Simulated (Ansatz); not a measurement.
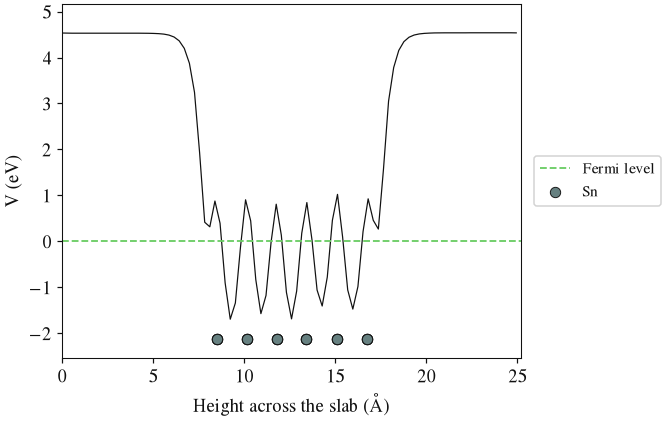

Plane-averaged electrostatic potential energy of an electron across the slab; circles at the bottom mark the heights of the atoms (positions after relaxation).

Structure: a (100) slab cut from Sn (Fd-3m), 24 atoms in the cell; a = 9.30 Å, b = 9.30 Å, c = 25.22 Å, α = 90.00°, β = 90.00°, γ = 90.00°.

Method: DFT PBE+D3(BJ), scalar-relativistic, plane waves, PAW, no spin polarisation, 3×3×1 k mesh, 420 eV cutoff, Gaussian smearing of 0.1 eV (Ansatz).

### Read off the work function of each face.

The work function is 4.52 eV, the same on both faces. The two vacuum levels agree, so the slab has no net dipole along its normal.

### How thick are slab and vacuum?

The outermost atoms are 8.3 Å apart, which leaves 16.9 Å of vacuum in a cell 25.2 Å high.
